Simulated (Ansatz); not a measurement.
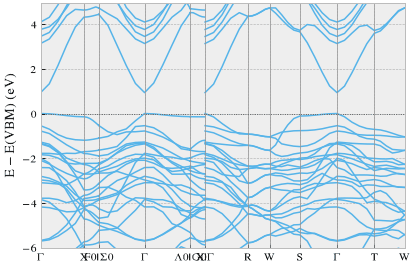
Fig. 1. Band structure from plane-wave PAW PBE (Ansatz code)

### Question
Read off the gap and where the band edges lie.

### Answer
About 0.9 eV (0.94 eV by a search for the band edges); maximum at Γ, minimum at Γ.

### Question
Which of these materials gives this?
A) Ga3NO3, Ima2 (Pearson symbol oI28)
B) C, Ibam (C on 8j, C on 4a)
C) LaZrNO2, I2_12_12_1 (Pearson symbol oI20)

### Answer
A, Ga3NO3, Ima2 (Pearson symbol oI28)

The start of the workflow was typed in or built on a structure type; neither database checked (COD, Materials Project) lists it. Whether it is the stable phase at ambient conditions was not checked. Symmetry was held in the PBE relaxation; whether a distortion lowers the energy is not shown. Spin–orbit coupling is left out wherever it is not named.

Potentials: the earlier of the program's two PAW sets.
